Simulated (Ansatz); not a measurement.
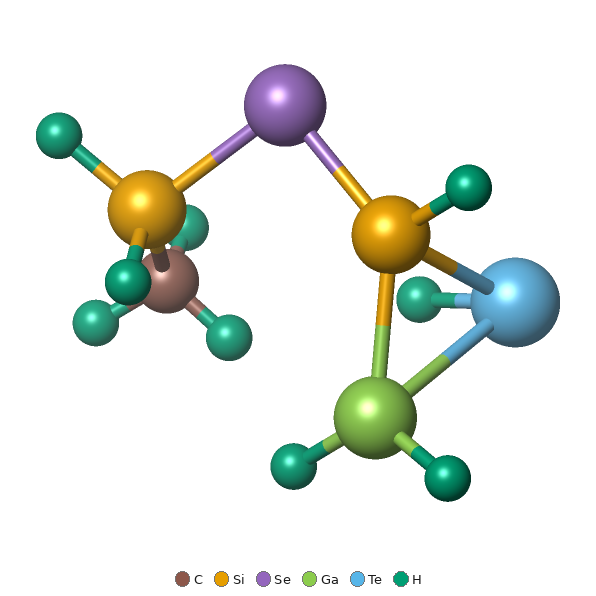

A ball-and-stick model of a molecule.

The computed structure is the end point of a PBE0-D4/def2-TZVP optimisation.

What does the picture show?

The molecule is CH₉GaSeSi₂Te. This geometry has C1 symmetry. Coordination, clear cases only: 1 C tetrahedral; 1 Si tetrahedral; 1 Se bent; 1 Te trigonal pyramidal.

The parts below concern this one geometry. Atoms keep their numbers from picture to picture.

Shape

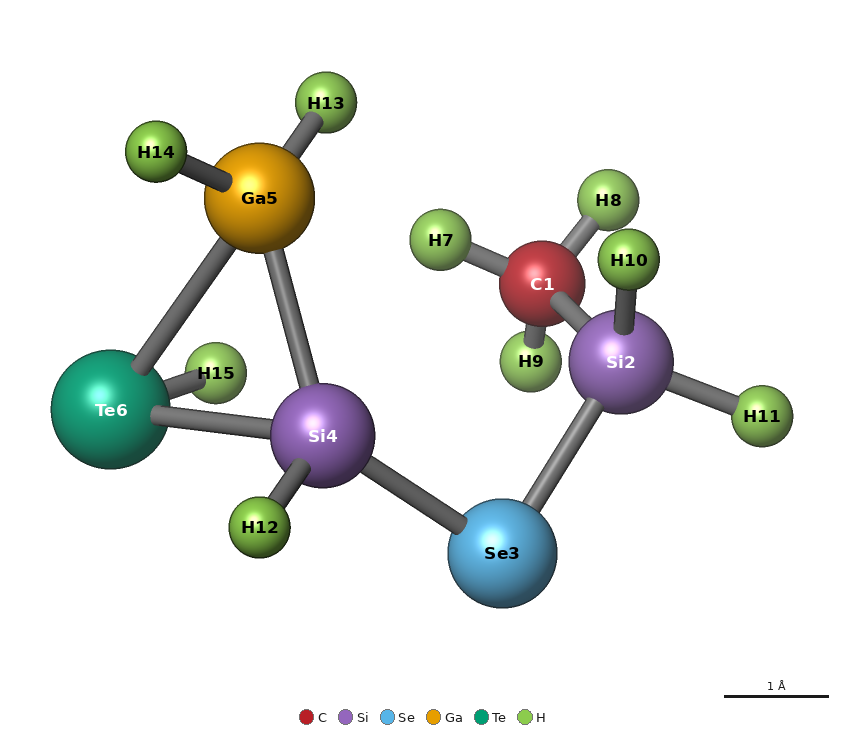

The atoms are numbered.

List the bonds and their lengths.

```csv
bond,length (Å)
C1–Si2,1.862
C1–H7,1.092
C1–H8,1.094
C1–H9,1.092
Si2–Se3,2.293
Si2–H10,1.485
Si2–H11,1.486
Se3–Si4,2.263
Si4–Ga5,2.371
Si4–Te6,2.624
Si4–H12,1.487
Ga5–Te6,2.929
Ga5–H13,1.561
Ga5–H14,1.562
Te6–H15,1.657
```

Electronic properties

Properties computed with RKS revPBE-D4/def2-TZVPP, core potentials on Te (Ansatz 0.2.0).

Computed properties:

- HOMO energy (Kohn–Sham orbital): −5.67 eV
- LUMO energy (Kohn–Sham orbital): −1.99 eV
- HOMO–LUMO gap: 3.68 eV
- dispersion correction: −134.6 kJ/mol

Dipole moment

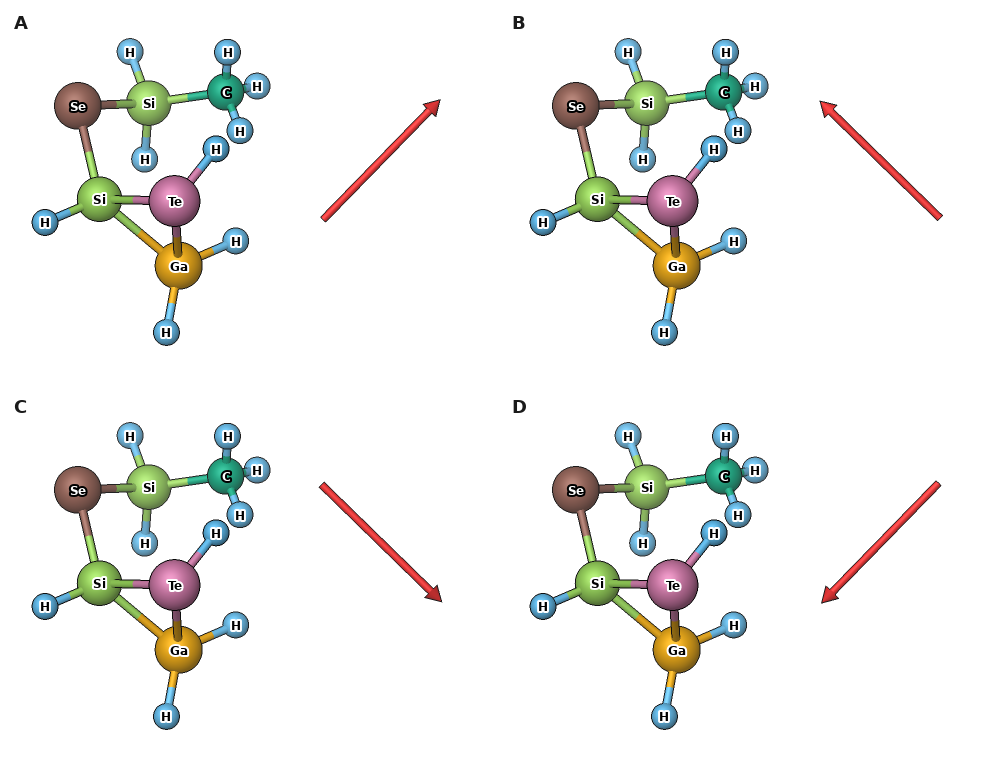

The same molecule four times, each with an arrow. Properties computed with RKS PBE-D4/def2-TZVPP, core potentials on Te (Ansatz 0.2.0).

Question: Which arrow points along the dipole moment, from the negative to the positive end?

Answer: A. The dipole moment is 1.23 D.

Charges

The questions are on Mulliken charges. Level of theory: RKS ωB97M-V/def2-TZVPP, core potentials on Te (Ansatz 0.2.0).

Give the Mulliken charges atom by atom.

```tsv
atom	value (e)
C1	−0.42
Si2	0.19
Se3	−0.17
Si4	0.07
Ga5	0.01
Te6	−0.05
H7	0.11
H8	0.13
H9	0.13
H10	0.00
H11	−0.01
H12	0.02
H13	−0.01
H14	−0.01
H15	0.02
```

Vibrations

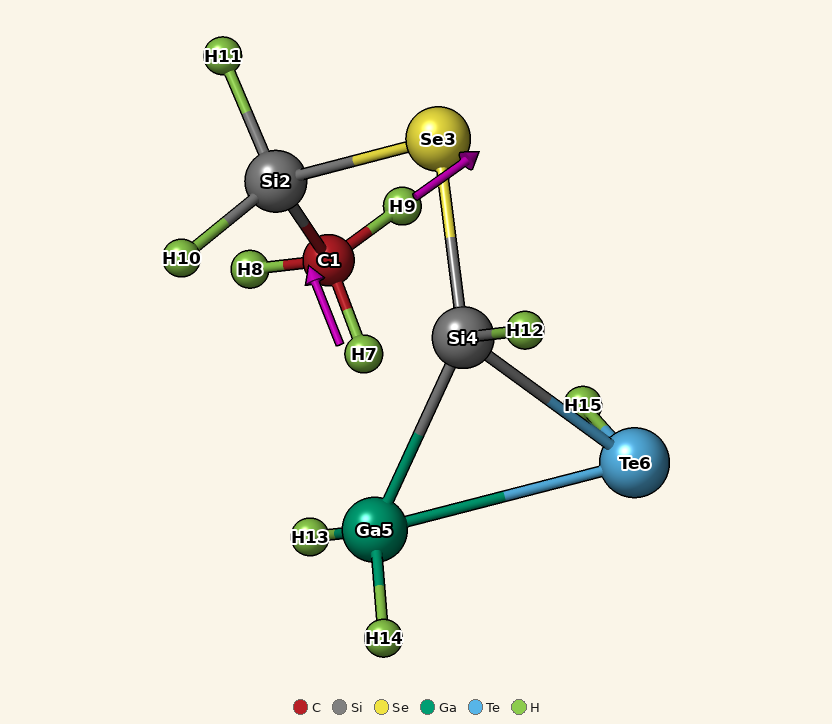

The arrows show one normal mode. Harmonic vibrations computed with RKS PBE0-D4/def2-TZVP, core potentials on Te (Ansatz 0.2.0) at a stationary point of the same level.

Question: Describe the motion.

Answer: Mostly out-of-phase stretching of 2 C–H bonds.

Question: Estimate its harmonic wavenumber.

Answer: 3150 cm⁻¹; it is mode 39 of 39 counted from the lowest.

Mulliken values depend strongly on the basis set and can even reverse the polarity of a bond.
